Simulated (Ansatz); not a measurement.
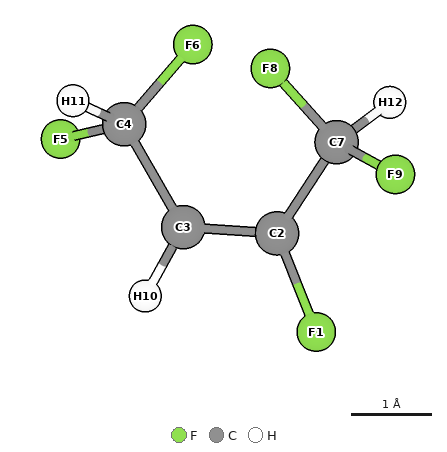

Starting structure of C$_{4}$H$_{3}$F$_{5}$ (coarse preliminary run). Style: ball-and-stick. Shown at a tilt.

The start comes from a force field.

Computed with RKS PBE-D4/def2-SVP in Ansatz 0.2.0.

Input
```yaml
crystal:
  periodic: [false, false, false]
  atoms:
    - {symbol: F, position_ang: [-0.108500, -0.069600, -2.371700]}
    - {symbol: C, position_ang: [-0.010300, 0.096100, -1.043200]}
    - {symbol: C, position_ang: [-0.549600, -0.886400, -0.301800]}
    - {symbol: C, position_ang: [-0.446300, -0.913200, 1.196100]}
    - {symbol: F, position_ang: [-1.566800, -1.676300, 1.621000]}
    - {symbol: F, position_ang: [-0.706900, 0.334200, 1.715800]}
    - {symbol: C, position_ang: [0.785700, 1.287900, -0.527600]}
    - {symbol: F, position_ang: [1.517400, 0.989300, 0.574500]}
    - {symbol: F, position_ang: [1.676000, 1.717800, -1.409100]}
    - {symbol: H, position_ang: [-1.017300, -1.712200, -0.757400]}
    - {symbol: H, position_ang: [0.389400, -1.354600, 1.624700]}
    - {symbol: H, position_ang: [0.114200, 2.132000, -0.287300]}
basis:
  gaussian: {orbitals: def2-SVP}
hamiltonian: {xc: pbe, dispersion: d4}
relax: {f_tol: 0.03, max_steps: 200}
```

Launched with:
```bash
ansatz run in.yaml --threads 2 --pin off --events-out ev --progress --plain --max-ram 32768MiB --backend cpu
```

### Where does the relaxation end?

The largest moves after the best rigid fit, 0.25 Å, are those of F6 and H11. Largest moves by element: H 0.25 Å, F 0.25 Å, C 0.11 Å. Some distances before and after: C4–H11 1.038 → 1.113 Å, C4–F5 1.421 → 1.365 Å, C3–H10 1.053 → 1.101 Å, C7–F9 1.325 → 1.357 Å. Bond angles that change, for instance: F1–C2–C3 115.2° → 120.9°, F1–C2–C7 118.0° → 112.7°, F6–C4–H11 112.5° → 107.2°. After 9 geometry steps the energy has fallen by 0.463 eV. The largest force component goes from 4.9 to 0.016 eV/Å.

The structure at the end:

```xyz
12

F    -0.0465    0.0227   -2.3767
C     0.0469    0.0544   -1.0424
C    -0.5649   -0.8705   -0.2857
C    -0.5515   -0.8932    1.2194
F    -1.4270   -1.8454    1.6559
F    -0.9593    0.3227    1.7214
C     0.8343    1.2579   -0.5349
F     1.6103    0.8736    0.5253
F     1.6408    1.7230   -1.5218
H    -1.1251   -1.6735   -0.7884
H     0.4500   -1.1103    1.6540
H     0.1690    2.0836   -0.1919
```

The end point in the same view:

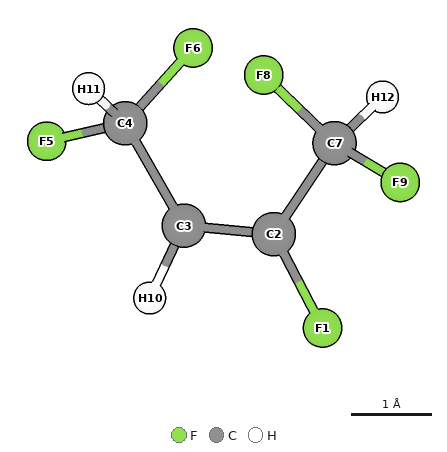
